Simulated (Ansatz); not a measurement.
## Electronic structure of CH₂FSi (charge +1) in real space

The calculation's input:

```
basis:
  gaussian: {orbitals: def2-TZVPD}
crystal:
  periodic: [false, false, false]
  atoms:
    - {symbol: C, position_ang: [-0.032589, 0.025403, -0.005572]}
    - {symbol: F, position_ang: [0.515702, 0.651542, 1.310749]}
    - {symbol: Si, position_ang: [-1.196454, 1.233409, 0.865923]}
    - {symbol: H, position_ang: [-0.069709, -1.060356, 0.163655]}
    - {symbol: H, position_ang: [0.656520, 0.337132, -0.803596]}
output: {forces: true, orbitals: {seedname: orbitals}}
hamiltonian: {xc: pbe0}
total_charge: 1
```

Launched as:

```sh
ansatz run input.yaml --threads 1 --pin off --max-ram 2610MiB --events-out events.jsonl --progress --plain --runs-dir runs
```

Geometry: B3LYP-D3(BJ)/def2-SVP.

Level of theory: isolated molecule in a Gaussian basis; Kohn-Sham density functional theory, functional PBE0 (Ansatz).

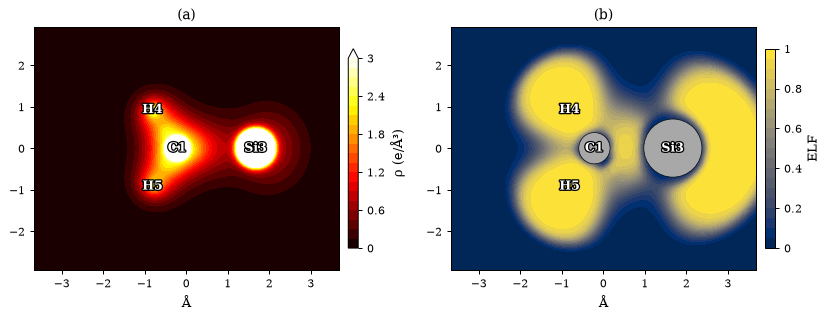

Figure 1. (a) electron density; (b) ELF on the plane of atoms Si3, C1 and H4. Grey discs cover the atomic cores in the ELF map.

What do the fields say about this system?

Answer.
- The section cuts through C, Si and H sites.
- C–Si (1.89 Å): ρ at the midpoint is about 0.9 e/Å³; the ELF peaks at about 0.90 between the atoms, as expected for a shared electron pair.
- C–H (1.10 Å): the density is about 2.1 e/Å³ at the midpoint; the ELF climbs to about 1 towards the hydrogen, as it does in any bond to H; an ordinary covalent bond to hydrogen.
- The ELF also peaks beside Si3, away from the bonds: lone-pair regions.

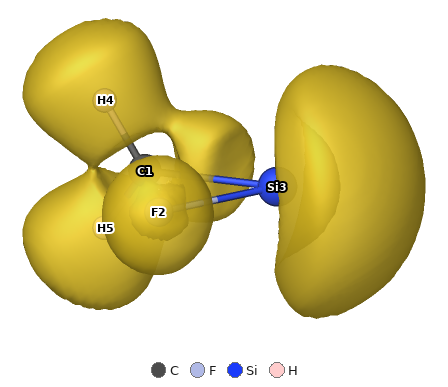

Figure 2. Isosurface of the electron localisation function at 0.75 (yellow), seen at a tilt. Core shells and regions of very low density are left out.

What do the ELF domains correspond to?

Answer. At this value the surface marks out one lobe on Si, pointing away from the bonds (lone pairs), one region wrapped around F (its lone pairs, merged into a ring or cap) and one joined region spread over several atoms (C, H), in which their bonds and any lone pairs are merged. Along the contacts the grid gives the following. Si–F (1.86 Å): the ELF peaks at about 0.85 in the valence shell of F, 0.5 Å from its nucleus, and is about 0.40 at the midpoint.

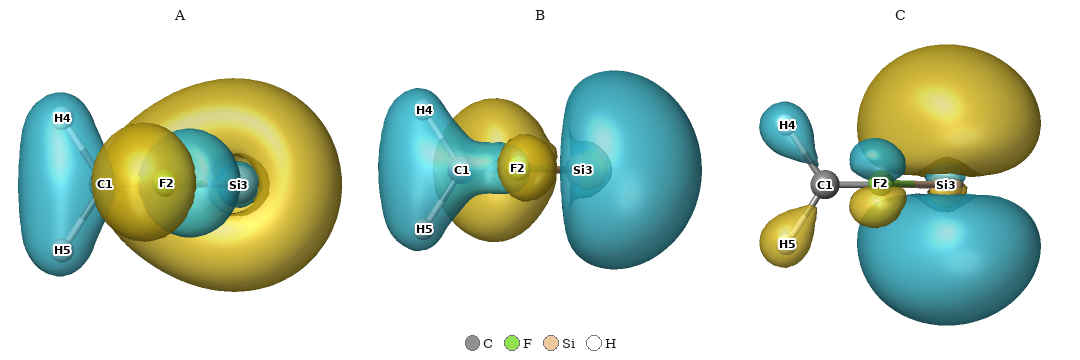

Figure 3. Three frontier orbitals at ±0.1 Å⁻³ᐟ² (yellow and cyan are the two phases), in no order.

Which picture is the HOMO−1, the HOMO and the LUMO?

Answer. A is the HOMO−1 (−17.51 eV). By Hirshfeld shares it lies mainly on Si3 (about 50 %), F2 (about 30 %) and C1 (about 15 %). B is the HOMO (−14.61 eV). By Hirshfeld shares it lies mainly on Si3 (about 60 %) and C1 (about 30 %). C is the LUMO (−9.23 eV). It lies mainly on Si3 (about 90 %).

What is the HOMO–LUMO gap?

Answer. 5.38 eV between the orbital energies.
